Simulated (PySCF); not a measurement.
# C₃H₇FN₄Si (SMILES CN[SiH2]n1cnnc1F): what the fields show

```yaml
atoms:
  - { symbol: C, position_ang: [2.7104, -0.6680, -0.0399] }
  - { symbol: N, position_ang: [1.2809, -0.5550, -0.2215] }
  - { symbol: Si, position_ang: [0.3864, 0.8036, 0.2947] }
  - { symbol: N, position_ang: [-1.2801, 0.2916, 0.0350] }
  - { symbol: C, position_ang: [-1.8589, -0.9416, -0.0806] }
  - { symbol: N, position_ang: [-3.1445, -0.8599, -0.1873] }
  - { symbol: N, position_ang: [-3.4825, 0.4470, -0.1399] }
  - { symbol: C, position_ang: [-2.3745, 1.0929, -0.0062] }
  - { symbol: F, position_ang: [-2.2464, 2.4028, 0.0864] }
  - { symbol: H, position_ang: [3.2692, -0.2611, -0.8872] }
  - { symbol: H, position_ang: [2.9875, -1.7149, 0.0903] }
  - { symbol: H, position_ang: [2.9951, -0.1171, 0.8521] }
  - { symbol: H, position_ang: [0.9647, -1.0852, -1.0215] }
  - { symbol: H, position_ang: [0.5699, 0.9632, 1.7347] }
  - { symbol: H, position_ang: [0.5126, 2.0618, -0.4449] }
  - { symbol: H, position_ang: [-1.2973, -1.8511, -0.0756] }
```

Geometry: GFN2-xTB.

The calculation used PBE0/def2-SVPD, SCF density, gas phase (PySCF).

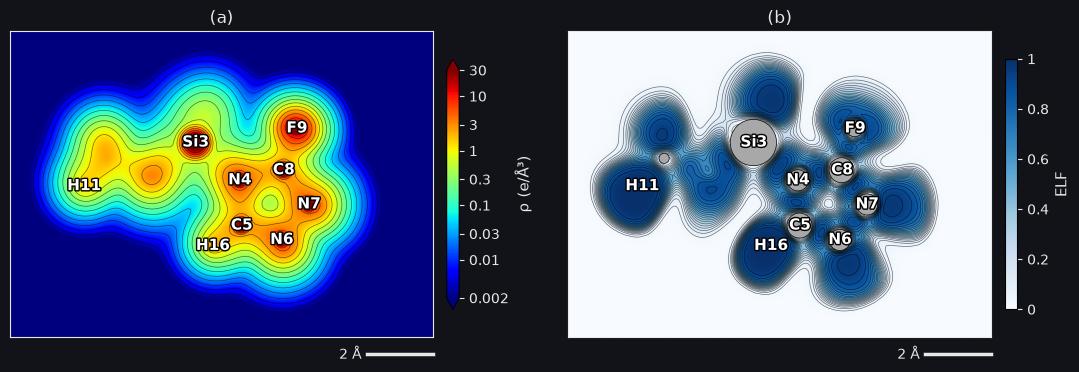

Figure 1. (a) total electron density; (b) electron localisation function on the plane of atoms N4, C8 and N7. Grey discs cover the atomic cores in the ELF map.

Describe what can be read from this map.

Answer.
- Atoms in the plane: Si, N, C, F and H.
- C–N (1.29 Å): the density is about 2.8 e/Å³ at the midpoint; the ELF peaks at about 0.90 between the atoms, as expected for localised, covalent bonding.
- C–F (1.32 Å): ρ at the midpoint is about 2.4 e/Å³, with its minimum of 1.8 e/Å³ about 0.5 Å from C; the ELF peaks at about 0.85 between the atoms, as expected for a shared but strongly polarised pair.
- N–N (1.35 Å): ρ is about 2.5 e/Å³ halfway; the ELF peaks at about 0.90 between the atoms, as expected for localised, covalent bonding.
- C–N (1.36 Å): the density is about 2.4 e/Å³ at the midpoint; the ELF peaks at about 0.90 between the atoms: localised, covalent bonding.
- The ELF also peaks beside N6, N7, N2 and F9, away from the bonds: lone-pair regions.

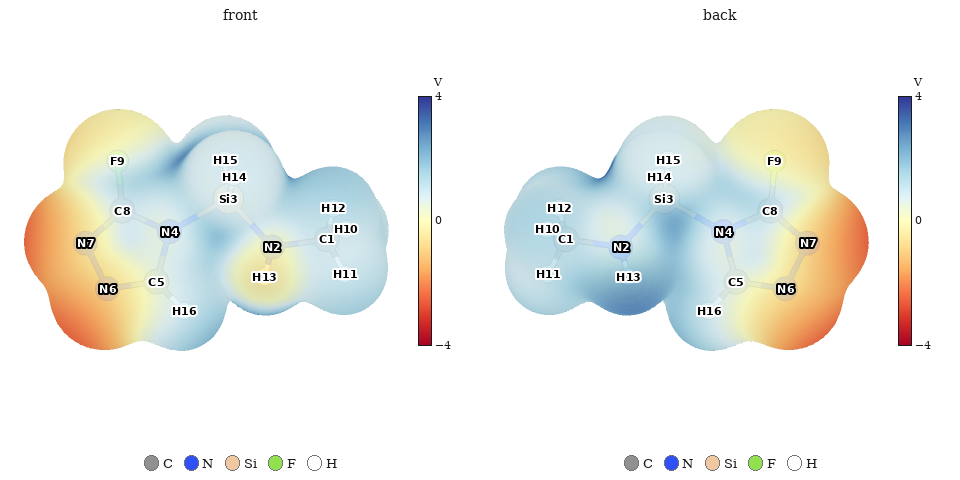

Figure 2. The molecular electrostatic potential painted on the density surface at 0.004 e/bohr³, seen from the front and from behind; red is negative and blue positive.

Which sites attract a positive test charge, and which a negative one?

Answer. A positive charge is drawn to the negative regions and a negative charge to the positive ones. The most negative region (about −2.4 V, or −55 kcal/mol for a unit charge) lies over N6 and N7, the most positive (about +3.2 V, or +74 kcal/mol for a unit charge) over Si3.

How polar is the molecule by this calculation?

Answer. Its dipole moment is 6.87 D.
